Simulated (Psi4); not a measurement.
## Energy and gradient calculation, with input and output: CH$_{4}$FGeN (part 2 of 2)

CH$_{4}$FGeN, multiplicity 3, SMILES N=[C](F)[GeH3]; r2SCAN/6-31G*, UKS (Psi4 1.11). The geometry is that of the parent species in another charge or spin state. The geometry comes from this level: PBE0-D4/def2-TZVP.

Geometry of the input (Å):
```
N  1.8959  0.2223  -0.3485
C  0.9081  0.0273  0.3856
F  1.1374  -0.1271  1.7024
Ge -1.0199  -0.1038  -0.0355
H  1.6172  0.3254  -1.3199
H  -1.7662  1.0069  0.7103
H  -1.1497  0.0716  -1.5539
H  -1.5307  -1.4796  0.4037
```

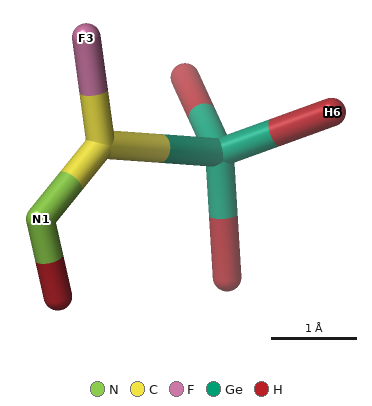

Fig. 1: The input geometry (stick view, seen at a tilt; atoms are numbered from 1 in the order of the input). Sticks mark near contacts.

**The program's output, continued**
```
 L = 1.  Multiply by 2.5417464519 to convert [e a0] to [Debye]
 Dipole X            :         11.8048427          -12.3015501           -0.4967073
 Dipole Y            :          5.3827148           -5.3314843            0.0512305
 Dipole Z            :        -23.9887518           23.2434423           -0.7453095
 Magnitude           :                                                    0.8971226

 ------------------------------------------------------------------------------------

	total time  =         48 seconds =       0.80 minutes

         ------------------------------------------------------------
                                   SCF GRAD
         ------------------------------------------------------------

  ==> Geometry <==

    Molecular point group: c1
    Full point group: C1

    Geometry (in Bohr), charge = 0, multiplicity = 3:

       Center              X                  Y                   Z               Mass
    ------------   -----------------  -----------------  -----------------  -----------------
         N            3.582731760000     0.420086120000    -0.658569550000    14.003074004430
         C            1.716060290000     0.051589520000     0.728678390000    12.000000000000
         F            2.149374490000    -0.240184190000     3.217069750000    18.998403162730
         GE          -1.927331670000    -0.196153570000    -0.067085280000    73.921177761000
         H            3.056065090000     0.614916880000    -2.494249510000     1.007825032230
         H           -3.337634280000     1.902765230000     1.342272470000     1.007825032230
         H           -2.172618130000     0.135304390000    -2.936445430000     1.007825032230
         H           -2.892603780000    -2.796038770000     0.762882440000     1.007825032230

  Nuclear repulsion =  257.992180007590889

  ==> Basis Set <==

  Basis Set: 6-31G*
    Blend: 6-31G*
    Number of shells: 38
    Number of basis functions: 82
    Number of Cartesian functions: 88
    Spherical Harmonics?: true
    Max angular momentum: 2

  ==> DirectJKGrad: Integral-Direct SCF Gradients <==

    Gradient:                    1
    J tasked:                  Yes
    K tasked:                   No
    wK tasked:                  No
    Integrals threads:           1
    Schwarz Cutoff:          1E-12

  ==> DFT Potential <==

   => LibXC <=

    Version 7.1.2

   => Composite Functional: R2SCAN <=

    r2SCAN Meta-GGA XC Functional  (0.1021/acs.jpclett.0c02405)

    Deriv               =              1
    GGA                 =           TRUE
    Meta                =           TRUE

    Exchange Hybrid     =          FALSE
    MP2 Hybrid          =          FALSE

   => Exchange Functionals <=

    1.0000   XC_MGGA_X_R2SCAN

   => Correlation Functionals <=

    1.0000   XC_MGGA_C_R2SCAN

   => LibXC Density Thresholds  <==

    XC_MGGA_C_R2SCAN:  1.00E-15
    XC_MGGA_X_R2SCAN:  1.00E-11

   => Molecular Quadrature <=

    Radial Scheme          =       TREUTLER
    Pruning Scheme         =           NONE
    Nuclear Scheme         =       TREUTLER

    Blocking Scheme        =         OCTREE
    BS radius alpha        =              1
    Pruning alpha          =              1
    Radial Points          =             99
    Spherical Points       =            590
    Total Points           =         445224
    Total Blocks           =           3188
    Max Points             =            256
    Max Functions          =             80
    Weights Tolerance      =       1.00E-15

  -Total Gradient:
     Atom            X                  Y                   Z
    ------   -----------------  -----------------  -----------------
       1       -0.059989449308    -0.020586289660     0.109429646335
       2        0.095686396875     0.022149828370    -0.093983459787
       3        0.006272162649     0.004138389102    -0.026463092122
       4       -0.021454214391    -0.002888956169     0.006547365109
       5       -0.029045060981    -0.004164577166     0.010032009645
       6        0.004495075585    -0.003323479822    -0.004213499008
       7        0.000376028679    -0.000256446520     0.001867175057
       8        0.003468988818     0.004917253139    -0.003249208612

	total time  =          7 seconds =       0.12 minutes

Properties will be evaluated at   0.000000,   0.000000,   0.000000 [a0]

Properties computed using the R2SCAN density matrix

  Mulliken Charges: (a.u.)
   Center  Symbol    Alpha    Beta     Spin     Total
       1     N     4.21937  3.26209  0.95729 -0.48146
       2     C     3.14796  2.48809  0.65987  0.36396
       3     F     4.68496  4.60761  0.07735 -0.29257
       4    GE    16.13314 15.93670  0.19644 -0.06984
       5     H     0.31751  0.32330 -0.00579  0.35919
       6     H     0.50946  0.44575  0.06371  0.04479
       7     H     0.47889  0.49055 -0.01166  0.03056
       8     H     0.50871  0.44591  0.06280  0.04538

   Total alpha = 30.00000, Total beta = 28.00000, Total charge = -0.00000

  Lowdin Charges: (a.u.)
   Center  Symbol    Alpha    Beta     Spin     Total
       1     N     4.07885  3.11003  0.96882 -0.18888
       2     C     3.34673  2.75160  0.59512 -0.09833
       3     F     4.59930  4.49241  0.10689 -0.09171
       4    GE    16.11535 15.88051  0.23484  0.00415
       5     H     0.36203  0.35933  0.00270  0.27863
       6     H     0.50836  0.45842  0.04994  0.03322
       7     H     0.48165  0.48920 -0.00755  0.02915
       8     H     0.50773  0.45849  0.04925  0.03378

  Total alpha = 30.00000, Total beta = 28.00000, Total charge = -0.00000

  Wiberg Bond Indices using Orthogonal Lowdin Orbitals:

  Total Bond Index:
  Irrep: 1 Size: 8 x 8

                 1                   2                   3                   4                   5

    1     0.00000000000000     1.86536609446355     0.14501111613899     0.23092665045642     0.84852805665138
    2     1.86536609446355     0.00000000000000     1.25601346622050     1.00830275367273     0.06167379089723
    3     0.14501111613899     1.25601346622050     0.00000000000000     0.11038574349708     0.01726503637531
    4     0.23092665045642     1.00830275367273     0.11038574349708     0.00000000000000     0.01247725703273
    5     0.84852805665138     0.06167379089723     0.01726503637531     0.01247725703273     0.00000000000000
    6     0.01914719298393     0.02892711737128     0.00418892895874     0.93534140206891     0.00026537659053
    7     0.00497019614093     0.01341823910935     0.00794353283354     0.97085414937348     0.00061383155305
    8     0.01899155043607     0.02858009178994     0.00423095840526     0.93591442435095     0.00027264607824

                 6                   7                   8

    1     0.01914719298393     0.00497019614093     0.01899155043607
    2     0.02892711737128     0.01341823910935     0.02858009178994
    3     0.00418892895874     0.00794353283354     0.00423095840526
    4     0.93534140206891     0.97085414937348     0.93591442435095
    5     0.00026537659053     0.00061383155305     0.00027264607824
    6     0.00000000000000     0.00707387678914     0.01416231951904
    7     0.00707387678914     0.00000000000000     0.00698504852484
    8     0.01416231951904     0.00698504852484     0.00000000000000

  Alpha Contribution:
  Irrep: 1 Size: 8 x 8

                 1                   2                   3                   4                   5

    1     0.00000000000000     0.76202244873560     0.03881085550254     0.08205253060661     0.42947722653393
    2     0.76202244873560     0.00000000000000     0.60128957050889     0.66418359890664     0.02953118156813
    3     0.03881085550254     0.60128957050889     0.00000000000000     0.06598494550614     0.00980503342633
    4     0.08205253060661     0.66418359890664     0.06598494550614     0.00000000000000     0.00504379361977
    5     0.42947722653393     0.02953118156813     0.00980503342633     0.00504379361977     0.00000000000000
    6     0.00593504077711     0.02366626553912     0.00212540951575     0.46282428732628     0.00020810724426
    7     0.00089245763244     0.00777343651716     0.00473170376247     0.48524197680295     0.00025664010232
    8     0.00587391390037     0.02330249338066     0.00211296241249     0.46335422158000     0.00021866427766

                 6                   7                   8

    1     0.00593504077711     0.00089245763244     0.00587391390037
    2     0.02366626553912     0.00777343651716     0.02330249338066
    3     0.00212540951575     0.00473170376247     0.00211296241249
    4     0.46282428732628     0.48524197680295     0.46335422158000
    5     0.00020810724426     0.00025664010232     0.00021866427766
    6     0.00000000000000     0.00339010568423     0.00851109988700
    7     0.00339010568423     0.00000000000000     0.00330044566397
    8     0.00851109988700     0.00330044566397     0.00000000000000

  Beta Contribution:
  Irrep: 1 Size: 8 x 8

                 1                   2                   3                   4                   5

    1     0.00000000000000     1.10334364572795     0.10620026063644     0.14887411984981     0.41905083011746
    2     1.10334364572795     0.00000000000000     0.65472389571161     0.34411915476608     0.03214260932909
    3     0.10620026063644     0.65472389571161     0.00000000000000     0.04440079799095     0.00746000294897
    4     0.14887411984981     0.34411915476608     0.04440079799095     0.00000000000000     0.00743346341296
    5     0.41905083011746     0.03214260932909     0.00746000294897     0.00743346341296     0.00000000000000
    6     0.01321215220682     0.00526085183216     0.00206351944299     0.47251711474263     0.00005726934628
    7     0.00407773850849     0.00564480259220     0.00321182907107     0.48561217257054     0.00035719145073
    8     0.01311763653570     0.00527759840927     0.00211799599277     0.47256020277095     0.00005398180058

                 6                   7                   8

    1     0.01321215220682     0.00407773850849     0.01311763653570
    2     0.00526085183216     0.00564480259220     0.00527759840927
    3     0.00206351944299     0.00321182907107     0.00211799599277
    4     0.47251711474263     0.48561217257054     0.47256020277095
    5     0.00005726934628     0.00035719145073     0.00005398180058
    6     0.00000000000000     0.00368377110491     0.00565121963203
    7     0.00368377110491     0.00000000000000     0.00368460286087
    8     0.00565121963203     0.00368460286087     0.00000000000000

  Atomic Valences:

 #  #
 Irrep: 1
      1:    3.132940857271269
      2:    4.262281553524570
      3:    1.545038782429426
      4:    4.204202380452307
      5:    0.941095995178477
      6:    1.009106214281575
      7:    1.011858874324341
      8:    1.009137039104334

  Variable Map:
  ----------------------------------------------------------------------------
  "CURRENT ENERGY"              =>   -2271.492611386060
  "CURRENT REFERENCE ENERGY"    =>   -2271.492611386060
  "DD SOLVATION ENERGY"         =>       0.000000000000
  "DFT FUNCTIONAL TOTAL ENERGY" =>   -2271.492611386060
  "DFT TOTAL ENERGY"            =>   -2271.492611386060
  "DFT VV10 ENERGY"             =>       0.000000000000
  "DFT XC ENERGY"               =>    -103.205998660375
  "GRID ELECTRONS ALPHA"        =>      29.999999159252
  "GRID ELECTRONS BETA"         =>      27.999999576808
  "GRID ELECTRONS TOTAL"        =>      57.999998736059
  "NUCLEAR REPULSION ENERGY"    =>     257.992180007591
  "ONE-ELECTRON ENERGY"         =>   -3674.607656451385
  "PCM POLARIZATION ENERGY"     =>       0.000000000000
  "PE ENERGY"                   =>       0.000000000000
  "SCF ITERATION ENERGY"        =>   -2271.492611386060
  "SCF ITERATIONS"              =>      19.000000000000
  "SCF TOTAL ENERGY"            =>   -2271.492611386060
  "TWO-ELECTRON ENERGY"         =>    1248.328863718109
  "XC GRID RADIAL POINTS"       =>      99.000000000000
  "XC GRID SPHERICAL POINTS"    =>     590.000000000000
  "XC GRID TOTAL POINTS"        =>  445224.000000000000

  Array Variable Map:
  ----------------------------------------------------------------------------
  "CURRENT DIPOLE"              =>      -0.496707342794 ... -0.745309510373 1 by 3
  "CURRENT GRADIENT"            =>      -0.059989449308 ... -0.003249208612 8 by 3
  "DFT TOTAL GRADIENT"          =>      -0.059989449308 ... -0.003249208612 8 by 3
  "SCF DIPOLE"                  =>      -0.496707342794 ... -0.745309510373 1 by 3
  "SCF TOTAL ENERGIES"          =>   -2268.349763709453 ... -2271.492611386060 1 by 20
  "SCF TOTAL GRADIENT"          =>      -0.059989449308 ... -0.003249208612 8 by 3

    Psi4 run time: 0:00:55.63
```

**Results in brief**

```tsv
quantity	value
outcome	converged
total energy	−2271.492611 hartree
basis functions	82
largest force	6.990 eV/Å
⟨S²⟩	2.009
dipole moment	2.28 D
wall time	57 s
peak memory	1.3 GiB
```
